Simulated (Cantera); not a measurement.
Charge: 1 mol SiCl₄, 0.65 mol Cl₂, 11 mol H₂, at 1.00 bar.

Cantera equilibrium calculation (NASA polynomials, part measured and part estimated; ideal gas, pure solids and liquids). Candidate condensed phases: Si; 19 gas species. The tables' values for SiCl₃ are old estimates; treat these amounts as uncertain. Equilibrium is a limit: real reactors are often held back by kinetics, nucleation or transport.

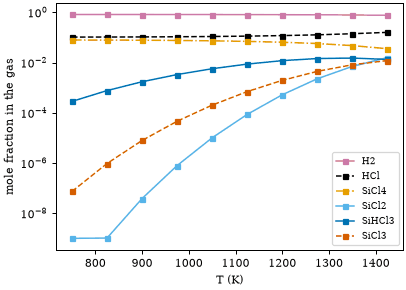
Equilibrium gas composition (values under 1e-9 drawn at 1e-9)

**Question.** Read off the mole fractions at 1050 K.

**Answer.** H₂ about 0.81, HCl about 0.11, SiCl₄ about 0.073, SiHCl₃ about 0.0057, SiCl₃ about 0.00020, SiCl₂ about 1.0e-5.
